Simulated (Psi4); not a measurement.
# Excited-state calculation, with input and output: SiH₂SF (part 2 of 2)

SiH₂SF, multiplicity 2; EOM-CCSD/DZVP, UHF (Psi4 1.11). The geometry comes from this level: PBE0-D4/def2-TZVP.

Geometry of the input (Å):
```
F  -0.3243  -0.0233  1.5854
Si 0.0860  -0.0810  0.0445
S  -1.1480  1.0613  -1.2110
H  -0.0235  -1.4931  -0.3910
H  1.4597  0.4626  -0.0693
```

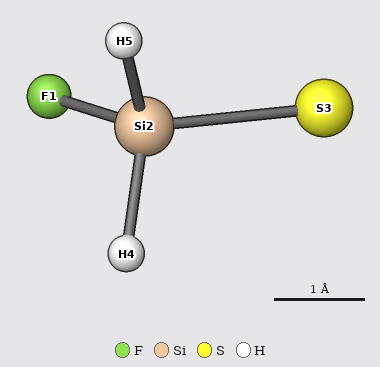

Fig. 1: The structure as given in the input (ball-and-stick view, seen at a tilt; atoms are numbered from 1 in the order of the input).

**What the program printed, continued**
```
    Largest Tia Amplitudes:
              6   0         0.0418671432
              4   2         0.0196910571
              8   1         0.0193385551
              3   6        -0.0152282443
              3   3        -0.0133641721
              2   4         0.0129719670
              2   8         0.0117870567
              3   0        -0.0095640988
              4   5         0.0090950603
              8   8         0.0090419731

    Largest TIJAB Amplitudes:
      9   8  18  17        -0.0246559414
      9   8  10   9         0.0166872327
      4   3  29  28         0.0159569825
      9   7  10   8        -0.0151950361
      9   6  18  17         0.0145570229
      8   7   9   8         0.0135229545
      4   3  22  19         0.0129646863
      9   7   3   1        -0.0100944062
      7   6   5   3        -0.0099160761
      9   7   8   1        -0.0096260842

    Largest Tijab Amplitudes:
      8   7  10   9        -0.0162034576
      4   3  30  29         0.0160783571
      7   6   2   0        -0.0123960920
      8   1  19   0         0.0121556506
      4   3  22  18         0.0118161048
      8   6   1   0         0.0116590113
      8   7   9   1        -0.0106172327
      8   7   4   1        -0.0105102409
      7   6   9   0        -0.0098599470
      4   3  22  20         0.0095451337

    Largest TIjAb Amplitudes:
      9   8  10  10        -0.0357471994
      6   6   5   6        -0.0298174692
      9   1  17   0         0.0296055224
      9   8  17  19        -0.0282471010
      6   6   3   4        -0.0278570952
      3   3  22  22        -0.0254357250
      8   1  18   0        -0.0253799594
      7   7   8   9        -0.0251186658
      7   7   3   4        -0.0241875402
      4   4  19  18        -0.0227155186

    SCF energy       (wfn)                    = -787.018371241433670
    Reference energy (file100)                = -787.018371241432305

    Opposite-spin MP2 correlation energy      =   -0.256986612014018
    Same-spin MP2 correlation energy          =   -0.087882625006971
    Singles MP2 correlation energy            =   -0.000000000000000
    MP2 correlation energy                    =   -0.344869237020989
      * MP2 total energy                      = -787.363240478453349

    Opposite-spin CCSD correlation energy     =   -0.291506143505364
    Same-spin CCSD correlation energy         =   -0.081849771009894
    Singles CCSD correlation energy           =    0.000000000000000
    CCSD correlation energy                   =   -0.373355914515258
      * CCSD total energy                     = -787.391727155947592

			**************************
			*                        *
			*         CCHBAR         *
			*                        *
			**************************

	**********************************************************
	*  CCEOM: An Equation of Motion Coupled Cluster Program  *
	**********************************************************

	Nuclear Rep. energy (wfn)     =  142.643692363830155
	SCF energy          (wfn)     = -787.018371241433670
	Reference energy    (file100) = -787.018371241432305
	CCSD energy         (file100) =   -0.373355914515258

	Input parameters:
	-----------------
	Reference wfn   =     UHF
	Reference EOM wfn=     UHF
	Memory (Mbytes) =  1600.0
	ABCD            =     NEW
	Cache Level     =    2
	Cache Type      =     LRU
	Num. of threads =     1
	Local CC        =     No

	CCEOM parameters:
	-----------------
	States sought per irrep     = A 2,
	Max. number of iterations   =    80
	Vectors stored per root     =    12
	Print HbarSS iterations?    =     0
	Excitation range for HBarSS =     2
	Eigenvalue tolerance        = 1.0e-06
	Eigenvalue toleranceSS      = 1.0e-06
	Residual vector tolerance   = 1.0e-06
	Residual vector toleranceSS = 1.0e-06
	Complex tolerance           = 1.0e-12
	Root for properties         =     2
	Sym of state for properties =      A
	Guess vectors taken from    = SINGLES
	Restart EOM CC3             = NO
	Collapse with last vector   = YES

Fae   dot Fae   total  124.6960522532
Fmi   dot Fmi   total   13.6953651306
WmBeJ and WMbEj dots    1.5662054870
Symmetry of ground state: A
Symmetry of excited state: A
Symmetry of right eigenvector: A
Obtaining initial guess from singles-singles block of Hbar...Done.

Iter=1    L=2     Root    EOM Energy     Delta E   Res. Norm    Conv?
                     1   0.0661826832   6.62e-02    3.09e-01      N
                     2   0.1620836636   1.62e-01    3.27e-01      N
Iter=2    L=4     Root    EOM Energy     Delta E   Res. Norm    Conv?
                     1   0.0106785503  -5.55e-02    4.59e-02      N
                     2   0.0953151620  -6.68e-02    6.39e-02      N
Iter=3    L=6     Root    EOM Energy     Delta E   Res. Norm    Conv?
                     1   0.0093830777  -1.30e-03    1.82e-02      N
                     2   0.0923679993  -2.95e-03    3.27e-02      N
Iter=4    L=8     Root    EOM Energy     Delta E   Res. Norm    Conv?
                     1   0.0092184496  -1.65e-04    5.70e-03      N
                     2   0.0917115204  -6.56e-04    1.17e-02      N
Iter=5    L=10    Root    EOM Energy     Delta E   Res. Norm    Conv?
                     1   0.0091940231  -2.44e-05    2.53e-03      N
                     2   0.0915707191  -1.41e-04    7.10e-03      N
Iter=6    L=12    Root    EOM Energy     Delta E   Res. Norm    Conv?
                     1   0.0091881169  -5.91e-06    9.70e-04      N
                     2   0.0915290119  -4.17e-05    2.92e-03      N
Iter=7    L=14    Root    EOM Energy     Delta E   Res. Norm    Conv?
                     1   0.0091874912  -6.26e-07    3.02e-04      N
                     2   0.0915252969  -3.71e-06    1.08e-03      N
Iter=8    L=16    Root    EOM Energy     Delta E   Res. Norm    Conv?
                     1   0.0091878177   3.27e-07    1.12e-04      N
                     2   0.0915263479   1.05e-06    4.44e-04      N
Iter=9    L=18    Root    EOM Energy     Delta E   Res. Norm    Conv?
                     1   0.0091878602   4.25e-08    3.88e-05      N
                     2   0.0915261185  -2.29e-07    1.75e-04      N
Iter=10   L=20    Root    EOM Energy     Delta E   Res. Norm    Conv?
                     1   0.0091878670   6.75e-09    1.36e-05      N
                     2   0.0915261685   5.01e-08    6.39e-05      N
Iter=11   L=22    Root    EOM Energy     Delta E   Res. Norm    Conv?
                     1   0.0091878571  -9.84e-09    4.67e-06      N
                     2   0.0915261560  -1.25e-08    2.43e-05      N
Iter=12   L=24    Root    EOM Energy     Delta E   Res. Norm    Conv?
                     1   0.0091878515  -5.58e-09    1.60e-06      N
                     2   0.0915261618   5.74e-09    9.54e-06      N
Iter=13   L=4     Root    EOM Energy     Delta E   Res. Norm    Conv?
                     1   0.0091878515  -4.42e-16    1.60e-06      N
                     2   0.0915261618  -2.28e-15    9.54e-06      N
Iter=14   L=6     Root    EOM Energy     Delta E   Res. Norm    Conv?
                     1   0.0091878517   1.11e-10    5.89e-07      Y
                     2   0.0915261678   6.03e-09    3.88e-06      N
Iter=15   L=7     Root    EOM Energy     Delta E   Res. Norm    Conv?
                     1   0.0091878517   2.09e-11    5.84e-07      Y
                     2   0.0915261635  -4.31e-09    1.57e-06      N
Iter=16   L=8     Root    EOM Energy     Delta E   Res. Norm    Conv?
                     1   0.0091878517   2.27e-11    5.77e-07      Y
                     2   0.0915261637   1.72e-10    5.85e-07      Y
Collapsing to only 2 vector(s).

Procedure converged for 2 root(s).
Energy written to CC_INFO:Etot -787.3002009923
States per irrep written to CC_INFO.
<R|R> =   1.0000000000000002
EOM CCSD R0 for root 0 =  -0.00000573039
<R|R> =   0.9999999999999998
EOM CCSD R0 for root 1 =   0.00000413457

Final Energetic Summary for Converged Roots of Irrep A
                     Excitation Energy              Total Energy
                (eV)     (cm^-1)     (au)             (au)
EOM State 1      0.250     2016.5   0.0091878517  -787.382539304245

Largest components of excited wave function #1:
 RIA (libdpd indices) : (cscf notation)
         1 >  17      :       13a >    39a :    0.0215243325
         9 >   9      :       21a >    31a :   -0.0111321891
         8 >   1      :       20a >    23a :   -0.0106737846
         9 >   2      :       21a >    24a :    0.0083894828
         8 >  10      :       20a >    32a :    0.0081861653
 Ria (libdpd indices) : (cscf notation)
         8 >   0      :       20a >    21a :    0.9640220497
         8 >  11      :       20a >    32a :    0.1536438782
         8 >   3      :       20a >    24a :   -0.1002132467
         8 >   6      :       20a >    27a :   -0.0396638869
         7 >   0      :       19a >    21a :   -0.0327543332
 RIjAb (libdpd indices)     : (cscf notation)
        1   8 >  18   0     :    13a    20a >    40a    21a :    0.0386013328
        8   8 >   9  11     :    20a    20a >    31a    32a :    0.0360419013
        9   1 >  18   0     :    21a    13a >    40a    21a :    0.0325163310
        8   1 >  17   0     :    20a    13a >    39a    21a :    0.0281600055
        8   8 >  17  19     :    20a    20a >    39a    40a :    0.0249188515
 RIJAB (libdpd indices)     : (cscf notation)
        8   1 >  17   9     :    20a    13a >    39a    31a :   -0.0010004448
        9   8 >  18   6     :    21a    20a >    40a    28a :    0.0007940029
        9   7 >  18  11     :    21a    19a >    40a    33a :   -0.0006256729
        9   8 >  18  13     :    21a    20a >    40a    35a :   -0.0006250840
        9   8 >  18   3     :    21a    20a >    40a    25a :   -0.0005893355
 Rijab (libdpd indices)     : (cscf notation)
        8   1 >  20   0     :    20a    13a >    41a    21a :    0.0185447503
        8   1 >  18   0     :    20a    13a >    39a    21a :   -0.0165463028
        8   7 >  11   9     :    20a    19a >    32a    30a :   -0.0162787121
        8   7 >  12   7     :    20a    19a >    33a    28a :    0.0094450641
        8   7 >  23  14     :    20a    19a >    44a    35a :   -0.0093151963
EOM State 2      2.491    20087.7   0.0915261637  -787.300200992297

Largest components of excited wave function #2:
 RIA (libdpd indices) : (cscf notation)
         9 >  17      :       21a >    39a :    0.0156731138
         8 >  18      :       20a >    40a :   -0.0139413050
         1 >  11      :       13a >    33a :   -0.0137362763
         7 >  21      :       19a >    43a :   -0.0114772490
         1 >   5      :       13a >    27a :    0.0113308476
 Ria (libdpd indices) : (cscf notation)
         7 >   0      :       19a >    21a :    0.9478300810
         7 >  11      :       19a >    32a :    0.1443370627
         5 >   0      :       17a >    21a :    0.1377865647
         7 >   3      :       19a >    24a :   -0.0883405016
         2 >   0      :       14a >    21a :   -0.0466290531
 RIjAb (libdpd indices)     : (cscf notation)
        8   7 >   9  11     :    20a    19a >    31a    32a :    0.0351219116
        1   7 >   3   0     :    13a    19a >    25a    21a :    0.0265865165
        9   7 >  10  11     :    21a    19a >    32a    32a :   -0.0260503293
        7   1 >   6   0     :    19a    13a >    28a    21a :   -0.0245437964
        8   7 >  17  19     :    20a    19a >    39a    40a :    0.0231561309
 RIJAB (libdpd indices)     : (cscf notation)
        9   7 >  17   3     :    21a    19a >    39a    25a :    0.0008536796
        9   7 >  17   6     :    21a    19a >    39a    28a :   -0.0007295078
        8   1 >  21   9     :    20a    13a >    43a    31a :    0.0006747140
        8   7 >  18   3     :    20a    19a >    40a    25a :   -0.0006540781
        9   8 >  17   9     :    21a    20a >    39a    31a :    0.0006507059
 Rijab (libdpd indices)     : (cscf notation)
        8   7 >  11  10     :    20a    19a >    32a    31a :    0.0194434608
        8   7 >  20  19     :    20a    19a >    41a    40a :    0.0185233178
        8   5 >   1   0     :    20a    17a >    22a    21a :   -0.0165317513
        8   7 >  19  18     :    20a    19a >    40a    39a :    0.0153689363
        7   5 >   4   0     :    19a    17a >    25a    21a :    0.0150513378

	Putting into environment energy for root of R irrep 1 and root 2.
	Putting into environment CURRENT ENERGY:             -787.3002009923

	Total # of sigma evaluations: 28

  Variable Map:
  ----------------------------------------------------------------------------
  "CC D1 DIAGNOSTIC"                              =>       0.000000000000
  "CC D2 DIAGNOSTIC"                              =>       0.000000000000
  "CC NEW D1 DIAGNOSTIC"                          =>       0.000000000000
  "CC ROOT 0 (A) CORRELATION ENERGY"              =>      -0.373355914515
  "CC ROOT 0 (A) TOTAL ENERGY"                    =>    -787.391727155948
  "CC ROOT 0 (IN A) CORRELATION ENERGY"           =>      -0.373355914515
  "CC ROOT 0 (IN A) TOTAL ENERGY"                 =>    -787.391727155948
  "CC ROOT 0 CORRELATION ENERGY"                  =>      -0.373355914515
  "CC ROOT 0 CORRELATION ENERGY - A TRANSITION"   =>      -0.373355914515
  "CC ROOT 0 TOTAL ENERGY"                        =>    -787.391727155948
  "CC ROOT 0 TOTAL ENERGY - A TRANSITION"         =>    -787.391727155948
  "CC ROOT 1 (A) CORRELATION ENERGY"              =>       0.009187851703
  "CC ROOT 1 (A) TOTAL ENERGY"                    =>    -787.382539304245
  "CC ROOT 1 (IN A) CORRELATION ENERGY"           =>       0.009187851703
  "CC ROOT 1 (IN A) TOTAL ENERGY"                 =>    -787.382539304245
  "CC ROOT 1 CORRELATION ENERGY"                  =>       0.009187851703
  "CC ROOT 1 CORRELATION ENERGY - A TRANSITION"   =>       0.009187851703
  "CC ROOT 1 TOTAL ENERGY"                        =>    -787.382539304245
  "CC ROOT 1 TOTAL ENERGY - A TRANSITION"         =>    -787.382539304245
  "CC ROOT 2 (A) CORRELATION ENERGY"              =>       0.091526163651
  "CC ROOT 2 (A) TOTAL ENERGY"                    =>    -787.300200992297
  "CC ROOT 2 (IN A) CORRELATION ENERGY"           =>       0.091526163651
  "CC ROOT 2 (IN A) TOTAL ENERGY"                 =>    -787.300200992297
  "CC ROOT 2 CORRELATION ENERGY"                  =>       0.091526163651
  "CC ROOT 2 CORRELATION ENERGY - A TRANSITION"   =>       0.091526163651
  "CC ROOT 2 TOTAL ENERGY"                        =>    -787.300200992297
  "CC ROOT 2 TOTAL ENERGY - A TRANSITION"         =>    -787.300200992297
  "CC T1 DIAGNOSTIC"                              =>       0.019881133347
  "CCSD CORRELATION ENERGY"                       =>      -0.373355914515
  "CCSD DOUBLES ENERGY"                           =>      -0.373355914515
  "CCSD ITERATIONS"                               =>      16.000000000000
  "CCSD OPPOSITE-SPIN CORRELATION ENERGY"         =>      -0.291506143505
  "CCSD ROOT 0 (A) CORRELATION ENERGY"            =>      -0.373355914515
  "CCSD ROOT 0 (A) TOTAL ENERGY"                  =>    -787.391727155948
  "CCSD ROOT 0 (IN A) CORRELATION ENERGY"         =>      -0.373355914515
  "CCSD ROOT 0 (IN A) TOTAL ENERGY"               =>    -787.391727155948
  "CCSD ROOT 0 CORRELATION ENERGY"                =>      -0.373355914515
  "CCSD ROOT 0 CORRELATION ENERGY - A TRANSITION" =>      -0.373355914515
  "CCSD ROOT 0 TOTAL ENERGY"                      =>    -787.391727155948
  "CCSD ROOT 0 TOTAL ENERGY - A TRANSITION"       =>    -787.391727155948
  "CCSD ROOT 1 (A) CORRELATION ENERGY"            =>       0.009187851703
  "CCSD ROOT 1 (A) TOTAL ENERGY"                  =>    -787.382539304245
  "CCSD ROOT 1 (IN A) CORRELATION ENERGY"         =>       0.009187851703
  "CCSD ROOT 1 (IN A) TOTAL ENERGY"               =>    -787.382539304245
  "CCSD ROOT 1 CORRELATION ENERGY"                =>       0.009187851703
  "CCSD ROOT 1 CORRELATION ENERGY - A TRANSITION" =>       0.009187851703
  "CCSD ROOT 1 TOTAL ENERGY"                      =>    -787.382539304245
  "CCSD ROOT 1 TOTAL ENERGY - A TRANSITION"       =>    -787.382539304245
  "CCSD ROOT 2 (A) CORRELATION ENERGY"            =>       0.091526163651
  "CCSD ROOT 2 (A) TOTAL ENERGY"                  =>    -787.300200992297
  "CCSD ROOT 2 (IN A) CORRELATION ENERGY"         =>       0.091526163651
  "CCSD ROOT 2 (IN A) TOTAL ENERGY"               =>    -787.300200992297
  "CCSD ROOT 2 CORRELATION ENERGY"                =>       0.091526163651
  "CCSD ROOT 2 CORRELATION ENERGY - A TRANSITION" =>       0.091526163651
  "CCSD ROOT 2 TOTAL ENERGY"                      =>    -787.300200992297
  "CCSD ROOT 2 TOTAL ENERGY - A TRANSITION"       =>    -787.300200992297
  "CCSD SAME-SPIN CORRELATION ENERGY"             =>      -0.081849771010
  "CCSD SINGLES ENERGY"                           =>       0.000000000000
  "CCSD TOTAL ENERGY"                             =>    -787.391727155948
  "CURRENT CORRELATION ENERGY"                    =>      -0.373355914515
  "CURRENT ENERGY"                                =>    -787.300200992297
  "CURRENT REFERENCE ENERGY"                      =>    -787.018371241434
  "DD SOLVATION ENERGY"                           =>       0.000000000000
  "HF KINETIC ENERGY"                             =>     784.263267260340
  "HF POTENTIAL ENERGY"                           =>   -1571.281638501774
  "HF TOTAL ENERGY"                               =>    -787.018371241434
  "HF VIRIAL RATIO"                               =>       2.003512983581
  "MP2 CORRELATION ENERGY"                        =>      -0.344869237021
  "MP2 DOUBLES ENERGY"                            =>      -0.344869237021
  "MP2 OPPOSITE-SPIN CORRELATION ENERGY"          =>      -0.256986612014
  "MP2 SAME-SPIN CORRELATION ENERGY"              =>      -0.087882625007
  "MP2 SINGLES ENERGY"                            =>      -0.000000000000
  "MP2 TOTAL ENERGY"                              =>    -787.363240478453
  "NUCLEAR REPULSION ENERGY"                      =>     142.643692363830
  "ONE-ELECTRON ENERGY"                           =>   -1374.744161864577
  "PCM POLARIZATION ENERGY"                       =>       0.000000000000
  "PE ENERGY"                                     =>       0.000000000000
  "SCF ITERATION ENERGY"                          =>    -787.018371241434
  "SCF ITERATIONS"                                =>      14.000000000000
  "SCF TOTAL ENERGY"                              =>    -787.018371241434
  "TWO-ELECTRON ENERGY"                           =>     445.082098259313

  Array Variable Map:
  ----------------------------------------------------------------------------
  "CURRENT DIPOLE"                                =>       0.000072708763 ... 0.452646296779 1 by 3
  "SCF DIPOLE"                                    =>       0.000072708763 ... 0.452646296779 1 by 3
  "SCF TOTAL ENERGIES"                            =>    -786.254589699515 ... -787.018371241434 1 by 15

    Psi4 run time: 0:00:12.49
```

**Summary**

```json
{"quantity": "outcome", "value": "converged"}
{"quantity": "total energy", "value": "−787.391727 hartree"}
{"quantity": "SCF energy", "value": "−787.018371 hartree"}
{"quantity": "MP2 energy", "value": "−787.363240 hartree"}
{"quantity": "CCSD energy", "value": "−787.391727 hartree"}
{"quantity": "basis functions", "value": "54"}
{"quantity": "T1 diagnostic", "value": "0.020"}
{"quantity": "⟨S²⟩", "value": "0.757"}
{"quantity": "hardware", "value": "1 thread of Intel Xeon (Granite Rapids), 192 GiB of memory available, shared host"}
{"quantity": "wall time", "value": "14 s"}
{"quantity": "peak memory", "value": "0.22 GiB"}
```
